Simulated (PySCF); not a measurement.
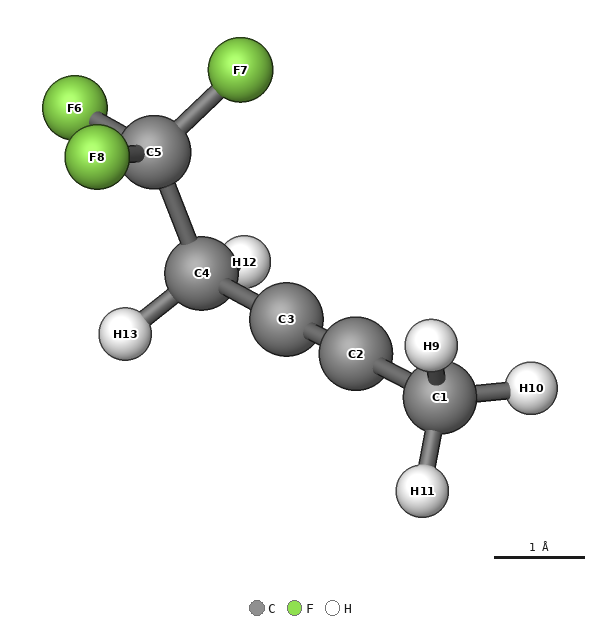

*The structure (ball-and-stick view, seen at a tilt; atoms are numbered from 1 in the order of the input).*

Bond lengths as drawn: C–C 1.20 to 1.52 Å, C–F 1.34 to 1.35 Å and C–H 1.09 Å.

# NMR shielding calculation of C5H5F3

- system: C5H5F3, SMILES CC#CCC(F)(F)F
- method: GIAO PBE0/pcSseg-1 NMR shielding, non-relativistic, gas phase (PySCF 2.14.0)

The geometry comes from this level: GFN2-xTB. Figures and captions count atoms from 1; the log counts them from 0 in places.

Log:
```
coarse grid: 11792 points
cycle   1  E = -492.2489725897  dE =  1.248e+00  |g| = 9.133e-01  |ddm| = 3.700e+00
cycle   2  E = -492.1140162848  dE =  1.350e-01  |g| = 1.338e+00  |ddm| = 1.404e+00
cycle   3  E = -492.3946045056  dE = -2.806e-01  |g| = 1.193e-01  |ddm| = 7.808e-01
cycle   4  E = -492.3960110007  dE = -1.406e-03  |g| = 9.083e-02  |ddm| = 1.603e-01
cycle   5  E = -492.3978988274  dE = -1.888e-03  |g| = 2.177e-02  |ddm| = 7.045e-02
cycle   6  E = -492.3980086054  dE = -1.098e-04  |g| = 2.820e-03  |ddm| = 2.151e-02
cycle   7  E = -492.3980103769  dE = -1.772e-06  |g| = 4.799e-04  |ddm| = 3.028e-03
final grid: 117712 points
cycle   8  E = -492.4653341529  dE = -4.397e-05  |g| = 7.248e-03  |ddm| = 4.182e-02
cycle   9  E = -492.4653305694  dE =  3.583e-06  |g| = 8.989e-03  |ddm| = 1.371e-02
cycle  10  E = -492.4653455167  dE = -1.495e-05  |g| = 8.870e-04  |ddm| = 6.448e-03
cycle  11  E = -492.4653456578  dE = -1.411e-07  |g| = 1.922e-04  |ddm| = 8.563e-04
cycle  12  E = -492.4653456627  dE = -4.866e-09  |g| = 9.211e-05  |ddm| = 1.541e-04
cycle  13  E = -492.4653456645  dE = -1.808e-09  |g| = 3.310e-05  |ddm| = 8.568e-05
cycle  14  E = -492.4653456647  dE = -2.503e-10  |g| = 6.135e-06  |ddm| = 2.535e-05
```

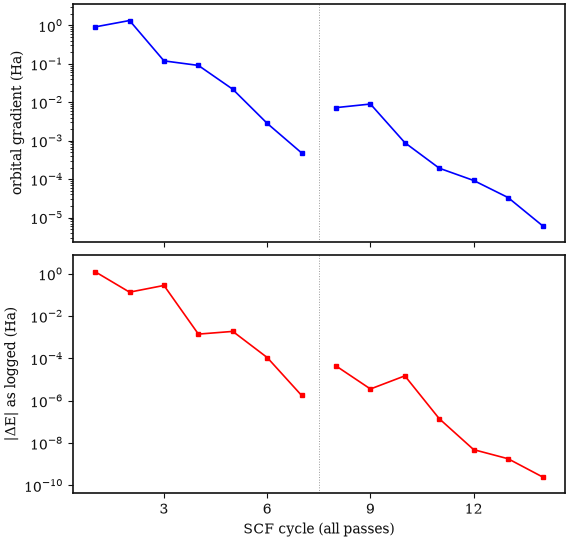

*Convergence of the self-consistent field: orbital gradient and size of the energy change against the SCF cycle. The dotted line marks the change from a coarse to the final integration grid.*

The first 7 cycles use a coarse grid, the final grid takes over at cycle 8, and the field converges after 14 cycles in all.

```
converged SCF energy = -492.4653456647

GIAO shielding tensors (ppm)
atom      isotropic    diamagn.    paramagn.     s11        s22        s33       span
  0 C      182.436     253.757     -71.321    174.793    175.058    197.455     22.662
  1 C       98.208     265.257    -167.048      7.637     15.682    271.306    263.668
  2 C      112.015     265.084    -153.069     30.227     30.881    274.937    244.710
  3 C      157.463     252.145     -94.682    141.963    153.473    176.952     34.989
  4 C       52.362     243.259    -190.897     50.277     52.336     54.474      4.197
  5 F      249.835     469.207    -219.372    163.501    243.557    342.446    178.944
  6 F      252.832     475.791    -222.959    169.160    250.838    338.497    169.337
  7 F      252.774     475.692    -222.918    169.096    250.823    338.404    169.308
  8 H       29.652      29.754      -0.102     24.368     28.254     36.334     11.966
  9 H       29.683      28.716       0.967     24.484     27.878     36.688     12.204
 10 H       29.701      28.232       1.469     24.508     27.807     36.786     12.278
 11 H       28.705      28.816      -0.110     23.965     28.221     33.930      9.965
 12 H       28.703      28.724      -0.021     23.957     28.223     33.927      9.970
```

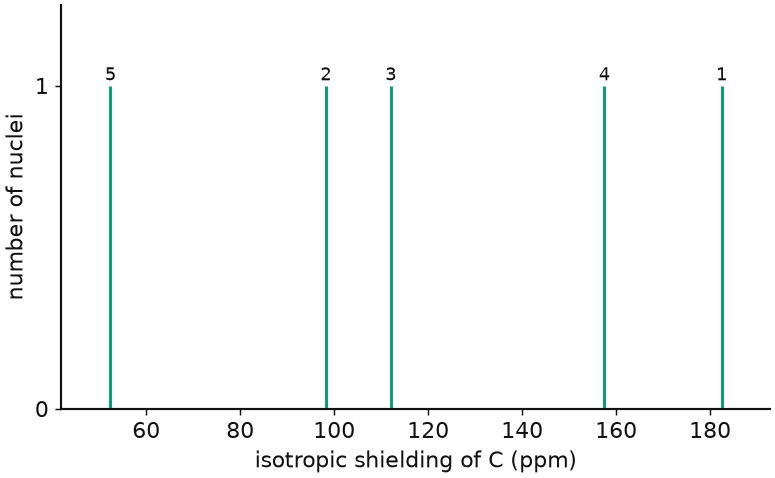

*Isotropic shieldings of the carbon nuclei in this fixed geometry, labelled by atom number; shielding grows to the right, so chemical shift grows to the left.*

The least shielded is C5 (52.4 ppm), the most shielded C1 (182.4 ppm).

The run was set up as follows.

Input:
```
{"job": {"kind": "nmr", "xc": "PBE0", "basis": "pcSseg-1", "pop": false}, "charge": 0, "multiplicity": 1}
C      2.578107     0.390748     0.893094
C      1.317618     0.116702     0.245130
C      0.284786    -0.116837    -0.314741
C     -0.996983    -0.384405    -0.941622
C     -2.129846    -0.119798     0.037024
F     -3.328634    -0.364226    -0.523167
F     -2.164072     1.151077     0.459930
F     -2.059991    -0.890125     1.131169
H      2.428581     0.460501     1.969683
H      2.986822     1.332547     0.529125
H      3.286358    -0.409934     0.683769
H     -1.144469     0.263930    -1.809716
H     -1.062666    -1.429694    -1.255997
```

The first line tells a small driver script what to run in PySCF; the rest is the geometry in Å.

Command:
```bash
OMP_NUM_THREADS=1 python <driver script> task.json out
```

Results in brief:

| quantity | value |
| --- | --- |
| outcome | converged |
| total energy | −492.465346 hartree |
| HOMO | −7.73 eV |
| LUMO | 0.99 eV |
| dipole moment | 2.56 D |
| isotropic shielding, C | 52.4 to 182.4 ppm |
| isotropic shielding, F | 249.8 to 252.8 ppm |
| isotropic shielding, H | 28.7 to 29.7 ppm |
| hardware | 1 CPU thread, shared host |
| wall time | 20 s |
| peak memory | 0.73 GiB |

Settings chosen away from the usual ones: PBE0/pcSseg-1.
